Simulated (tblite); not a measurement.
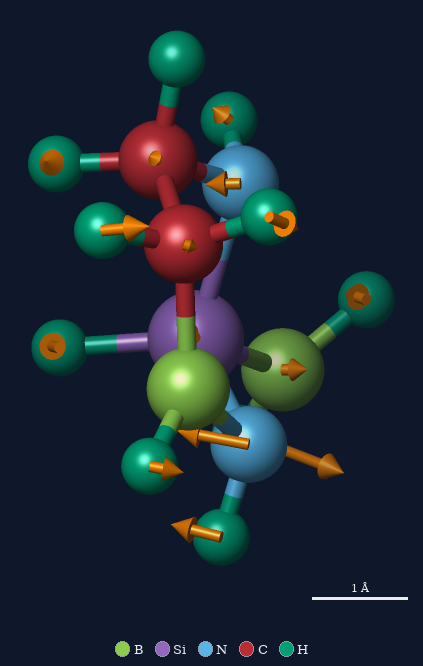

This is a relaxation of C2H10B2N2Si. The starting structure is drawn; orange arrows show the displacements, at their true length. The two geometries are superimposed by the best rigid fit.

The picture is a ball-and-stick view, seen from a free direction.

The calculation used tblite 0.8.0, GFN2-xTB geometry optimisation, gas phase. 

Which element moves most?

Answer. Hydrogen: up to 1.43 Å, against 0.78 Å for nitrogen.

What did the optimiser do to the structure, and how much energy did it gain?

Answer. Over 138 geometry steps the energy falls by 1.186 eV. The atom that moves furthest after the best rigid fit is an H atom (1.43 Å). Largest moves by element: H 1.43 Å, N 0.78 Å, Si 0.29 Å, B 0.29 Å, C 0.15 Å. Some distances before and after: B–N 1.547 → 1.390 Å, N–Si 1.797 → 1.723 Å, H–Si 1.453 → 1.503 Å, N–Si 1.799 → 1.760 Å. Bond angles that change, for instance: Si–N–B 103.5° → 126.9°, Si–N–C 104.9° → 120.7°, Si–N–H 107.8° → 118.6°. Groups turn about B–Si by about 60°.
